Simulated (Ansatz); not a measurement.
# CH2ClF (chlorofluoromethane): levels of theory compared

Aim: a comparison of 6 runs (BHLYP/STO-3G, CAM-B3LYP/STO-3G, UB3LYP/STO-3G, r2SCAN/STO-3G, CCSD(T)/STO-3G, FCI/STO-3G) of CH2ClF (chlorofluoromethane). 

Program for the calculation: Ansatz 0.2.0.

70 further runs of the same task are left out: 2 that didn't finish, 68 set aside as unsound or not needed.

## Step 1: The structure to begin with

The species is CH2ClF (5 atoms), meant as a singlet with charge 0. SMILES: `FCCl`. The H4–C2 distance was set to 1.634 Å, away from the relaxed value. At this shape a bond of the SMILES string is far longer than usual.

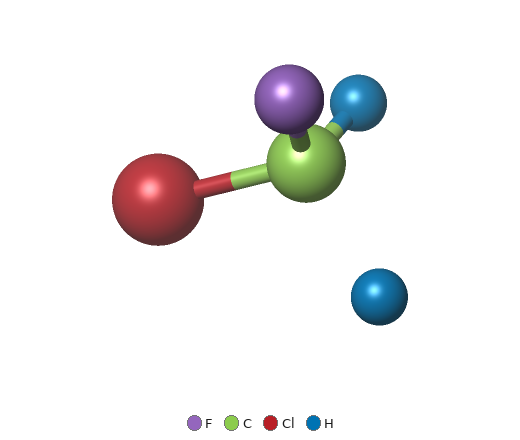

The structure, seen from a chosen angle (fluorine purple, carbon green, chlorine red, hydrogen blue).

## Step 2: A single-point energy at BHLYP/STO-3G (run 1)

in.yaml reads:

```yaml
crystal:
  periodic: [false, false, false]
  atoms:
    - {symbol: F, position_ang: [-1.344744, 0.756485, 0.422737]}
    - {symbol: C, position_ang: [-0.290734, 0.285285, -0.285693]}
    - {symbol: Cl, position_ang: [-0.797264, -1.036925, -1.341823]}
    - {symbol: H, position_ang: [0.832130, -0.302600, 0.745580]}
    - {symbol: H, position_ang: [0.103426, 1.081635, -0.915843]}
basis:
  gaussian:
    orbitals: STO-3G
hamiltonian:
  xc: {name: BHLYP}
accuracy: high
```

Run with:

```sh
$ ansatz run in.yaml --threads 1 --pin off --max-ram 3480MiB --events-out events.jsonl --progress --plain --runs-dir runs
```

Standard output:

```text
Warning: RAYON_NUM_THREADS=1 ignored (pool sized by the plan → 1); use --threads N
Functional definition: BHLYP
  name "BHLYP"
  parameter a = 0.5
  exchange = (1 - a)*b88_x + a*exact_x
  correlation = lyp_c
374 factors; integrals over basis functions are off by at most 3.4e-8 eV
mean field evaluation 1: about -16113.9356 eV, gradient 2.8e1 eV
mean field evaluation 2: about -16114.5512 eV, gradient 2.6e1 eV
mean field evaluation 4: about -16116.6167 eV, gradient 1.2e-1 eV
mean field evaluation 8: about -16116.6467 eV, gradient 2.0e-3 eV
mean field evaluation 16: about -16116.6467 eV, gradient 6.4e-8 eV
mean field -16116.64670907 eV, -592.2758423028 hartree, gradient 6.4e-8 eV, S^2 0.000000; 0 other end points of the search recorded, 0 dependent functions left out
reference -16116.64672609 eV, -592.2758429284 hartree; 17, 17 occupied and 4, 4 virtual orbitals, 374 factors
Total energy: -16116.64672609 eV, -592.2758429284 hartree
```

Wall time 1 s (1 thread of Arm Neoverse V1, shared host); peak memory 0.095 GiB.

## Step 3: The energy at CAM-B3LYP/STO-3G (run 2)

run.yaml reads:

```yaml
crystal:
  periodic: [false, false, false]
  atoms:
    - {symbol: F, position_ang: [-1.344744, 0.756485, 0.422737]}
    - {symbol: C, position_ang: [-0.290734, 0.285285, -0.285693]}
    - {symbol: Cl, position_ang: [-0.797264, -1.036925, -1.341823]}
    - {symbol: H, position_ang: [0.832130, -0.302600, 0.745580]}
    - {symbol: H, position_ang: [0.103426, 1.081635, -0.915843]}
basis:
  gaussian: {orbitals: STO-3G}
hamiltonian: {xc: {name: CAM-B3LYP}}
accuracy: high
```

Run with:

```sh
$ ansatz run run.yaml --threads 1 --pin off --max-ram 3480MiB --events-out events.jsonl --progress --plain --runs-dir runs
```

Standard output:

```text
Warning: RAYON_NUM_THREADS=1 ignored (pool sized by the plan → 1); use --threads N
Functional definition: CAM-B3LYP
  name "CAM-B3LYP"
  parameter alpha = 0.19
  parameter beta = 0.46
  parameter omega = 0.33/bohr
  parameter ac = 0.81
  exchange = (1 - alpha - beta)*b88_x + beta*b88_x_sr(omega) + alpha*exact_x + beta*exact_x_lr(omega)
  correlation = (1 - ac)*vwn5_c + ac*lyp_c
374 factors; integrals over basis functions are off by at most 3.4e-8 eV
158 factors; integrals over basis functions are off by at most 7.8e-10 eV
mean field evaluation 1: about -16112.8828 eV, gradient 2.8e1 eV
mean field evaluation 2: about -16113.2189 eV, gradient 2.8e1 eV
mean field evaluation 4: about -16115.5826 eV, gradient 2.5e-1 eV
mean field evaluation 8: about -16115.5474 eV, gradient 2.2e-3 eV
mean field evaluation 16: about -16115.5474 eV, gradient 7.6e-8 eV
mean field -16115.54736280 eV, -592.2354420725 hartree, gradient 7.6e-8 eV, S^2 0.000000; 0 other end points of the search recorded, 0 dependent functions left out
reference -16115.54737485 eV, -592.2354425154 hartree; 17, 17 occupied and 4, 4 virtual orbitals, 374 factors
Total energy: -16115.54737485 eV, -592.2354425154 hartree
```

Run time: 1.4 s. Hardware: 1 thread of Arm Neoverse V1, shared host; peak memory 0.095 GiB.

## Step 4: A single-point energy at UB3LYP/STO-3G (run 3)

Edit run.yaml of step 3 so:

```diff
@@ -10,3 +10,5 @@
   gaussian: {orbitals: STO-3G}
-hamiltonian: {xc: {name: CAM-B3LYP}}
+total_charge: 0
+magnetization: {spin_polarized: true, initial_magnetization: 0}
+hamiltonian: {xc: {name: B3LYP}}
 accuracy: high
```

Run with:

```sh
$ ansatz run run.yaml --threads 1 --pin off --max-ram 3480MiB --events-out events.jsonl --progress --plain --runs-dir runs
```

Standard output:

```text
Warning: RAYON_NUM_THREADS=1 ignored (pool sized by the plan → 1); use --threads N
Functional definition: B3LYP
  name "B3LYP"
  parameter a0 = 0.2
  parameter ax = 0.72
  parameter ac = 0.81
  exchange = (1 - a0 - ax)*slater_x + ax*b88_x + a0*exact_x
  correlation = (1 - ac)*vwn_rpa_c + ac*lyp_c
374 factors; integrals over basis functions are off by at most 3.4e-8 eV
mean field evaluation 1: about -16115.3094 eV, gradient 1.7e1 eV
mean field evaluation 2: about -16113.3474 eV, gradient 2.5e1 eV
mean field evaluation 4: about -16117.4091 eV, gradient 2.5e-1 eV
mean field evaluation 8: about -16117.3779 eV, gradient 1.5e-3 eV
mean field -16117.37793812 eV, -592.3027144748 hartree, gradient 2.5e-8 eV, S^2 0.000000; 0 other end points of the search recorded, 0 dependent functions left out
reference -16117.37796286 eV, -592.3027153839 hartree; 17, 17 occupied and 4, 4 virtual orbitals, 374 factors
Total energy: -16117.37796286 eV, -592.3027153839 hartree
```

Wall time 1.9 s (1 thread of Arm Neoverse V1, shared host); peak memory 0.13 GiB.

Runs 4 to 5 aren't shown in full; the table further down has their settings and results.

## Step 5: A single-point energy at FCI/STO-3G (run 6)

input.yaml reads:

```yaml
crystal:
  periodic: [false, false, false]
  atoms:
    - {symbol: F, position_ang: [-1.344744, 0.756485, 0.422737]}
    - {symbol: C, position_ang: [-0.290734, 0.285285, -0.285693]}
    - {symbol: Cl, position_ang: [-0.797264, -1.036925, -1.341823]}
    - {symbol: H, position_ang: [0.832130, -0.302600, 0.745580]}
    - {symbol: H, position_ang: [0.103426, 1.081635, -0.915843]}
basis:
  gaussian:
    orbitals: STO-3G
correlation:
  method: fci
  frozen_orbitals: {C: 1, Cl: 5, F: 1, H: 0}
accuracy: high
```

Run with:

```sh
$ ansatz run input.yaml --threads 1 --pin off --max-ram 3480MiB --events-out events.jsonl --progress --plain --runs-dir runs
```

Standard output:

```text
Warning: RAYON_NUM_THREADS=1 ignored (pool sized by the plan → 1); use --threads N
Functional definition: HF
  name "HF"
  exchange = exact_x
  correlation = 0
374 factors; integrals over basis functions are off by at most 3.4e-8 eV
mean field evaluation 1: about -16079.8132 eV, gradient 3.0e1 eV
mean field evaluation 2: about -16079.9255 eV, gradient 3.1e1 eV
mean field evaluation 4: about -16083.4713 eV, gradient 1.7e0 eV
mean field evaluation 8: about -16083.4888 eV, gradient 5.5e-4 eV
mean field -16083.48879951 eV, -591.0573116016 hartree, gradient 3.0e-8 eV, S^2 0.000000; 0 other end points of the search recorded, 0 dependent functions left out; unrestricted orbitals would lower it
mean field evaluation 16: about -16083.5581 eV, gradient 1.8e-1 eV
7 core orbitals not correlated: weight in the atoms' cores, before any rotation towards them, 1.000 or more for the frozen orbitals, at most 0.000 for the correlated occupied ones
reference -16083.48879951 eV, -591.0573116016 hartree; 10, 10 occupied and 4, 4 virtual orbitals, 374 factors
state -16087.27861149 eV, -591.1965846233 hartree
Total energy: -16087.27861149 eV, -591.1965846233 hartree
```

Wall time 4.2 s (1 thread of Arm Neoverse V1, shared host); peak memory 0.14 GiB.

## Step 6: Overview of the runs

```tsv
run	level	frozen core orbitals	energy (Eh)	wall time
1	BHLYP/STO-3G	–	-592.275843	1 s
2	CAM-B3LYP/STO-3G	–	-592.235443	1.4 s
3	UB3LYP/STO-3G	–	-592.302715	1.9 s
4	r2SCAN/STO-3G	–	-592.265951	2.9 s
5	CCSD(T)/STO-3G	7	-591.195679	0.2 s
6	FCI/STO-3G	7	-591.196585	4.2 s
```

## Step 7: Results

| quantity | value |
| --- | --- |
| run 6: total energy | -591.19658 Eh |
| run 6: correlation energy (7 core orbitals frozen) | -139.3 mEh |

Against full CI in this basis: CCSD(T) +0.9 mEh. Totals of different functionals can't be ranked against each other. In run 5 the log says that unrestricted orbitals would lower the reference, so the values rest on an unstable closed-shell determinant (other closed-shell runs at this shape may share the fault). In runs 1, 2, 3, 4, 5, 6 the basis is minimal, so the values are rough. All runs together took 12 s, the longest 4.2 s.
